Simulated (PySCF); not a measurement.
**PBE0/STO-3G run of BH3O (BH2(OH))**

What is the energy change on altering one bond length of BH3O (BH2(OH)) at PBE0/STO-3G? The job is set up through a Python script.

The calculation is run with PySCF 2.14.0.

8 further runs of the same task are left out: 8 set aside as unsound or not needed.

**1. The system as given**

BH3O: 5 atoms, total charge 0, spin state singlet. SMILES: `[H]B([H])O`. The coordinates come from a GFN2-xTB relaxation.

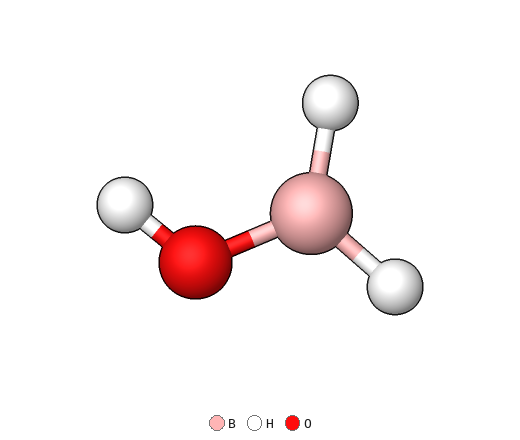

The structure, seen from a chosen angle (boron pink, hydrogen white, oxygen red).

**2. The energy at PBE0/STO-3G**

Input file calc.py:

```python
from pyscf import gto, dft

mol = gto.M(
    atom='''
B      0.512059     0.571604    -0.205035
H      2.652325     0.737069    -0.747595
H     -0.818081     2.364728    -0.152501
O     -0.301260    -1.736091     0.329738
H     -2.045062    -1.937309     0.775392
''',
    verbose=3,
    unit='bohr',
    basis='sto-3g',
    max_memory=1860,
)

ks = dft.RKS(mol, xc='pbe0')
ks.grids.level = 5
ks.conv_tol = 1e-10
ks.kernel()
if not ks.converged:
    ks = ks.newton().run(ks.mo_coeff, ks.mo_occ)

e_tot = ks.e_tot
print(f'total energy: {e_tot:.8f} hartree')
```

Launch:

```bash
$ OMP_NUM_THREADS=1 python calc.py
```

The log of the run:

```text
converged SCF energy = -100.426497347194
total energy: -100.42649735 hartree
```

Run time: 1.5 s. Hardware: 1 thread of Arm Neoverse V2, shared host; peak memory 0.17 GiB.

**3. The distorted shape**

Input file start.xyz:

```xyz
5
BH3O
B      0.357035     0.546678    -0.165089
H      1.489615     0.634238    -0.452199
H     -0.346845     1.495558    -0.137289
O     -0.159420    -0.918700     0.174490
H     -1.082200    -1.025180     0.410320
```

Input file run.py:

```python
from pyscf import gto, dft

mol = gto.M(
    atom='start.xyz',
    basis='sto-3g',
    charge=0,
    spin=0,
    verbose=3,
    max_memory=1860,
)

mf = dft.RKS(mol)
mf.xc = 'pbe0'
mf.grids.level = 5
mf.conv_tol = 1e-10
mf.kernel()
if not mf.converged:
    mf = mf.newton().run(mf.mo_coeff, mf.mo_occ)

e_tot = mf.e_tot
print(f'total energy: {e_tot:.8f} hartree')
```

Launch:

```bash
$ OMP_NUM_THREADS=1 python run.py
```

The log of the run:

```text
converged SCF energy = -100.382047351868
total energy: -100.38204735 hartree
```

It took 1.6 s on 1 thread of Arm Neoverse V2, shared host; peak memory 0.17 GiB.

**4. Summary of results**

At PBE0/STO-3G:

```
                                                         quantity          value
                                        first shape: total energy  -100.42650 Eh
                                       first shape: dipole moment         1.93 D
                                         first shape: HOMO energy       -6.42 eV
                                         first shape: LUMO energy        3.48 eV
                                       first shape: HOMO–LUMO gap        9.91 eV
                                    distorted shape: total energy  -100.38205 Eh
                                   distorted shape: dipole moment         1.45 D
                                     distorted shape: HOMO energy       -5.95 eV
                                     distorted shape: LUMO energy        2.17 eV
                                   distorted shape: HOMO–LUMO gap        8.13 eV
energy change with the B1–O4 bond stretched from 1.325 to 1.590 Å       1.210 eV
```

In words: With the B1–O4 bond stretched from 1.325 to 1.590 Å the energy rises by 1.21 eV (117 kJ/mol). The first shape isn't relaxed at this level, so the change isn't measured from a minimum. The minimal basis adds a large error of its own. Mulliken charges (first shape) run from -0.29 on O4 to +0.25 on H5.
